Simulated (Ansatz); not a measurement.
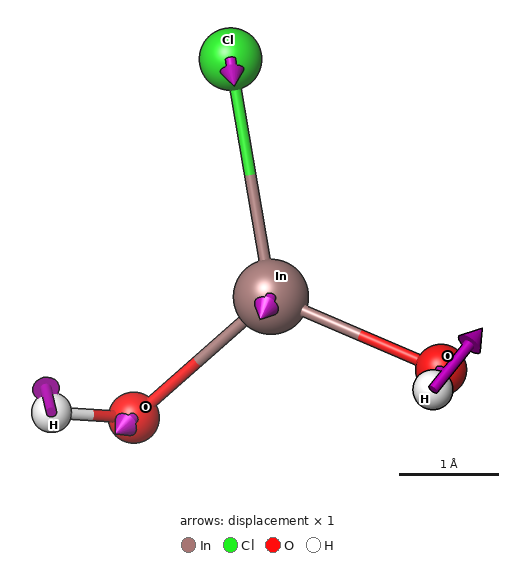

A relaxation of InH2O2Cl. The starting structure is drawn; purple arrows show the displacements, at their true length. The two geometries are superimposed by the best rigid fit.

A ball-and-stick model, seen at a tilt.

The run prepares the start of a later molecular dynamics calculation, from a guessed geometry.

Level of theory: RKS PBE-D4/def2-SVP in Ansatz 0.2.0. Settings: no spin polarisation; force threshold 0.02 eV/Å; at most 40 steps.

> What did the optimiser do to the structure, and how much energy did it gain?

Over 10 accepted moves (11 points after the start) the energy falls by 7.77 kcal/mol. Largest force component: 1.3 eV/Å at the start, 0.0011 eV/Å at the end. The line search rejected the trial step at point 2 of the run. The atom that moves furthest after the best rigid fit is an H atom (0.89 Å). Largest moves by element: H 0.89 Å, O 0.46 Å, In 0.36 Å, Cl 0.33 Å. Near-neighbour distances that change, for instance: Cl–In 2.440 → 2.372 Å, H–O 1.010 → 0.979 Å, In–O 1.990 → 2.006 Å. Groups turn about In–O by about 90°, In–O by about 65°.
